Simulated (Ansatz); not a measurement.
**GeH₂N₂ (SMILES [N-]=[N+]=[GeH2]): density, localisation and related maps**

```xyz
5

Ge   -2.4239    2.2427   -0.9952
N    -3.1818    0.0985    1.3532
N    -2.9116    0.7172    0.4943
H    -3.3861    1.3855   -1.9231
H    -1.1830    1.2973   -1.2917
```

Geometry: PBE0-D4/def2-TZVP.

Computed with isolated molecule in a Gaussian basis; Kohn-Sham density functional theory, functional PBE0 in Ansatz.

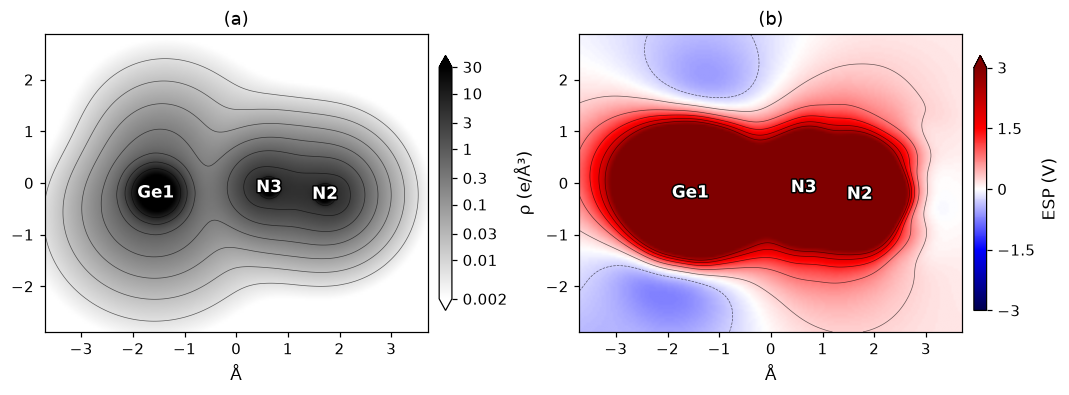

Figure 1. (a) total electron density; (b) molecular electrostatic potential on the plane of atoms Ge1, N3 and N2.

**Interpret the plot.**

- Atoms in the plane: Ge and N.
- N–N (1.09 Å): ρ at the midpoint is about 4.8 e/Å³.
- Ge–N (2.19 Å): the density is about 0.38 e/Å³ at the midpoint.
- Outside the dense part of the molecule the potential is most negative (−0.7 V) near N3.

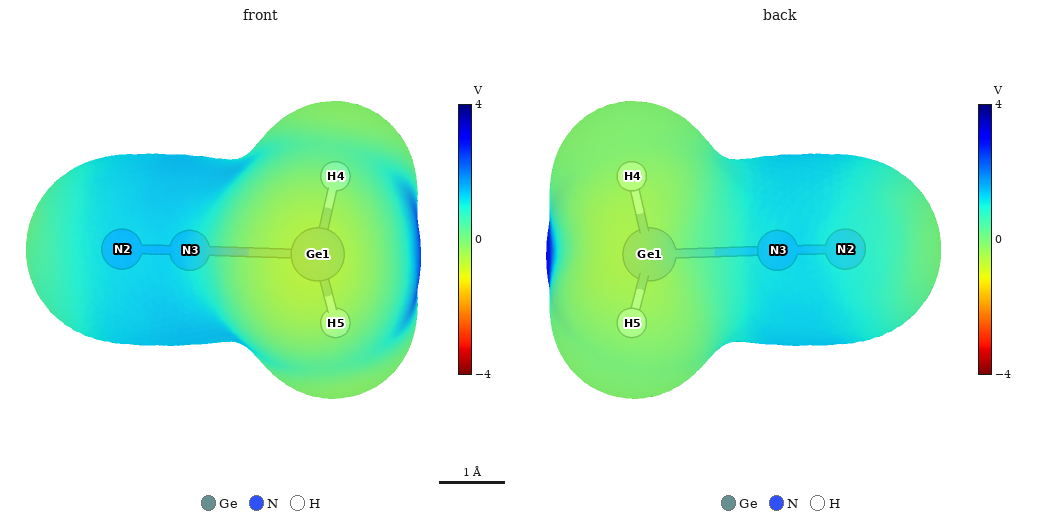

Figure 2. The electrostatic potential painted on the density surface at 0.004 e/bohr³, seen from the front and from behind; the colour scale runs from red (negative) to blue (positive).

**Where is the surface potential most negative and most positive?**

The most negative region (about −0.7 V) lies over H4, the most positive (about +2.9 V) over Ge1.

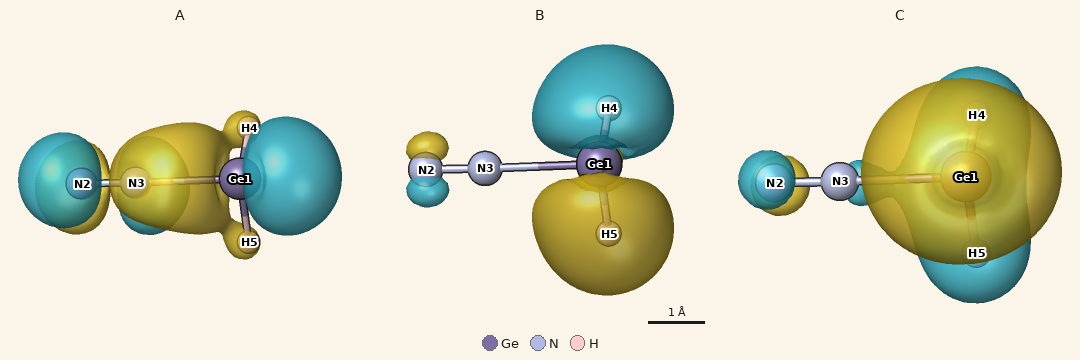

Figure 3. Three frontier orbitals at ±0.1 Å⁻³ᐟ² (yellow and cyan are the two phases), in no order.

**Order the three orbitals by energy and name them.**

B is the HOMO−1 (−8.76 eV). It lies mainly on Ge1 (about 45 %), H4 (about 25 %) and H5 (about 25 %). C is the HOMO (−6.66 eV). It lies mainly on Ge1 (about 70 %), H4 (about 10 %) and H5 (about 10 %). A is the LUMO (−1.77 eV). It lies mainly on N2 (about 35 %), Ge1 (about 30 %) and N3 (about 30 %).

**What is the HOMO–LUMO gap?**

4.89 eV between the orbital energies.

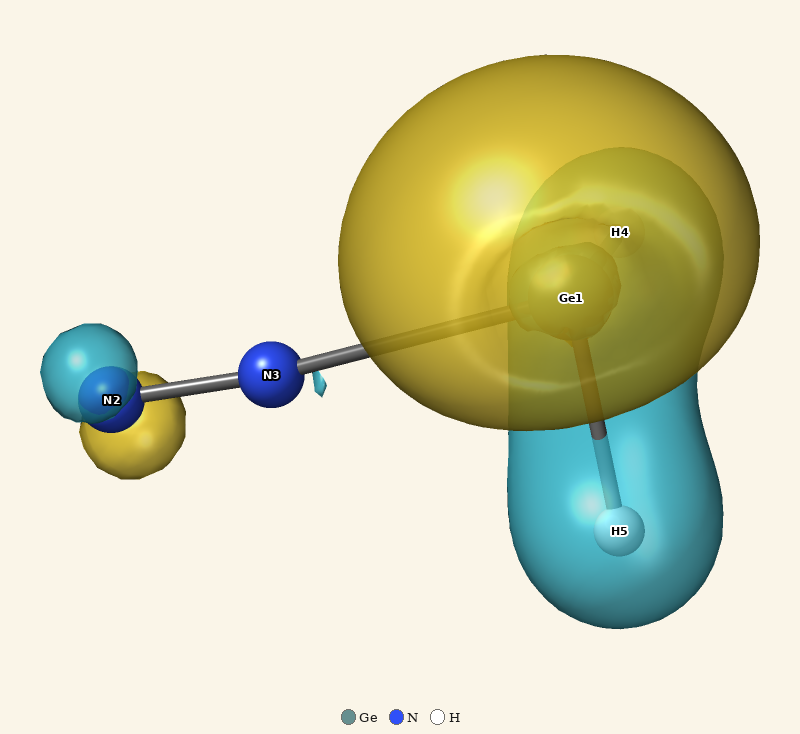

Figure 4. One frontier orbital at ±0.15 Å⁻³ᐟ² (yellow and cyan are the two phases), seen at a tilt.

**Which orbital is it: HOMO or LUMO?**

The HOMO, at −6.66 eV. It lies mainly on Ge1 (about 70 %), H4 (about 10 %) and H5 (about 10 %).
